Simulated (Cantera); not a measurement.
Charge: 1 mol SiCl₄, 0.0044 mol Cl₂, 11 mol N₂, held at 0.210 bar.

Equilibrium computed with Cantera from the NASA thermochemical tables; the gas is ideal and each condensed phase is pure. Candidate condensed phases: Si, Si₃N₄; 13 gas species. The tables' values for SiCl₃ are old estimates; treat these amounts as uncertain. Kinetics and transport are ignored.

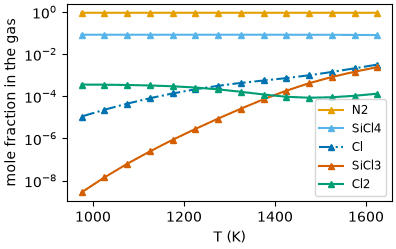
Figure. Equilibrium gas composition (values under 1e-9 drawn at 1e-9)

From 975 K to 1625 K nothing is condensed. The main Si-bearing gas is SiCl₄ throughout.
